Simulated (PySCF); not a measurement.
**C$_{2}$H$_{6}$Cl$_{2}$Ge, SMILES `C[Ge](C)(Cl)Cl`: what the electrons do**

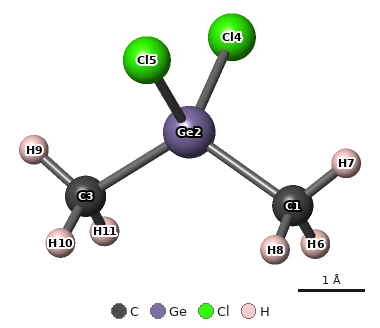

The molecule, with its atoms numbered as below. No frequency check shows the geometry to be a minimum.

Geometry (Å), atoms numbered from 1:

```
C1       0.0003   -1.3208   -1.7039
Ge2      0.0000   -0.2770   -0.0005
C3       0.0024   -1.3355    1.6939
Cl4     -1.7098    0.9968    0.0039
Cl5      1.7083    0.9988    0.0027
H6      -0.8497   -1.9950   -1.7297
H7      -0.0652   -0.6420   -2.5493
H8       0.9153   -1.8981   -1.7881
H9      -0.0004   -0.6634    2.5472
H10      0.8889   -1.9596    1.7424
H11     -0.8797   -1.9657    1.7417
```

## 1. Bonding charge

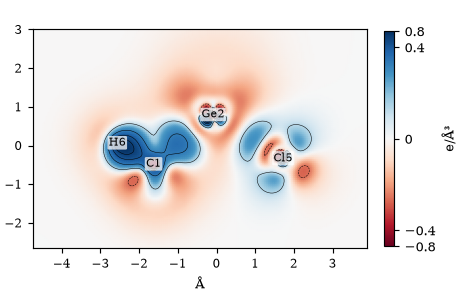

Deformation density (molecule less spherical, spin-averaged free atoms) in the plane of C1, Ge2, Cl5 and H6; colour scale in e/Å³, logarithmic beyond ±0.1; blue: gain, red: loss.

Computed with PySCF, B3LYP/def2-SVPD, geometry: GFN2-xTB.

> How much density has each bond in this plane gained at its critical point, relative to the free atoms?

C1–H6: +0.67 e/Å³ at the bond critical point (bond length 1.08 Å). C1–Ge2: +0.20 e/Å³ at the bond critical point (bond length 2.00 Å). Ge2–Cl5: +0.05 e/Å³ at the bond critical point (bond length 2.13 Å); up to 0.6 Å beside the axis the gain reaches +0.13 e/Å³. In all, 2.3 electrons gather in the regions of gain relative to the promolecule. A small or negative value marks a very polar bond, one between electron-rich atoms, whose free-atom densities already overlap strongly, a long bond to a heavier atom, or a closed-shell contact such as a hydrogen bond.

## 2. Bond critical points

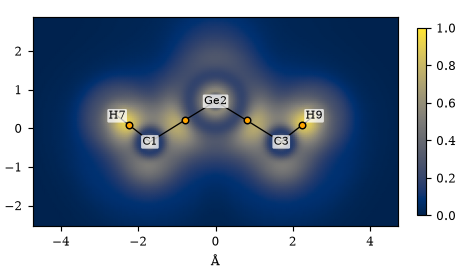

Localised orbital locator (LOL) in the plane of C1, Ge2, C3, H7 and H9, with bond paths and bond critical points (dots).

> Rank the bonds in the plane by LOL at their critical points.

C3–H9 and C1–H7: about 0.88; C1–Ge2 and Ge2–C3: about 0.55. Values above 0.5 mark slow, localised electrons, as in shared pairs; low values at a critical point mark a polar or closed-shell contact whose critical point lies between the shells.

> Where along C3–H9 does the critical point lie?

0.69 Å from C3 and 0.40 Å from H9.

## 3. Local ionisation energy

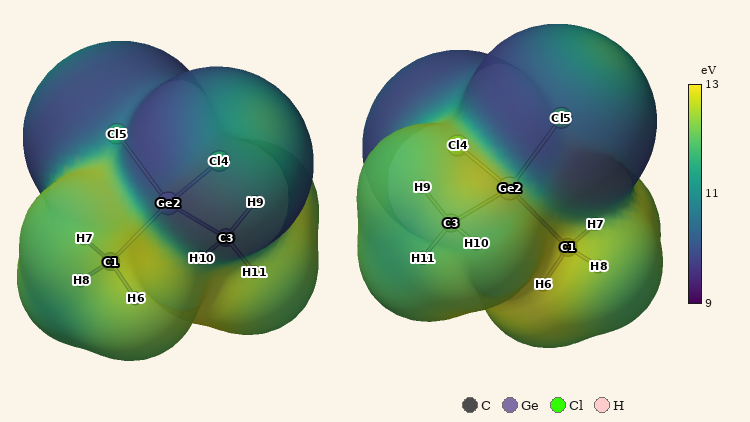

Average local ionisation energy on the surface of electron density 0.001 a.u. (back view left, front view right).

> Where are the most loosely bound electrons on this surface?

The lowest value is 9.8 eV, 2.1 Å from Cl5, and at like points elsewhere. For comparison, the highest occupied orbital lies at −8.2 eV.

> What volume does the surface enclose, and what is the dipole moment?

About 151 Å³; the dipole moment is 2.9 D.

## 4. In an electric field

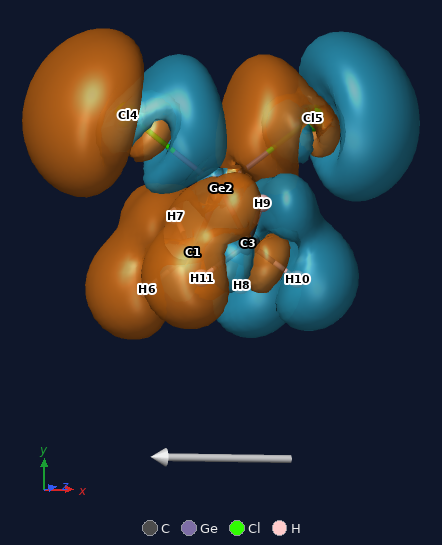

Change of the electron density in a uniform field of 0.21 V/Å along −x (arrow), surfaces at ±0.0008 e/Å³ (light blue: gain, orange: loss).

Method: B3LYP/def2-SVPD; geometry: GFN2-xTB; program: PySCF.

The field was applied in both directions; the picture shows the one opposite to the script's first.

> How large is the response?

The induced dipole is 0.87 D (along the field); α along this axis, from the fields in both directions, is 85 bohr³ (12.6 Å³).

## 5. Removing or adding an electron

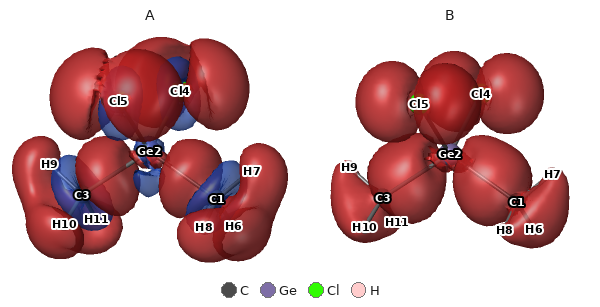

The Fukui function f⁻ from two separate SCF calculations and the density of the HOMO, at ±0.01 e/Å³ (red positive, blue negative).

Level of theory: B3LYP/def2-SVPD (PySCF), at a geometry from GFN2-xTB.

> Which panel is which, and how good is the frozen-orbital picture?

A is f⁻ (it has negative regions), B the HOMO density. The HOMO lies on Cl4 and Cl5 (24 % each), C1 and C3 (15 % each) and Ge2 (13 %); f⁻ (Hirshfeld-condensed) is largest on Cl4 (0.23) and Cl5 (0.23); the vertical ionisation energy is 10.25 eV (the stability of the cation's solution wasn't checked). Relaxation shifts 17 % of the electron between atoms. The orbital energy is −8.24 eV.
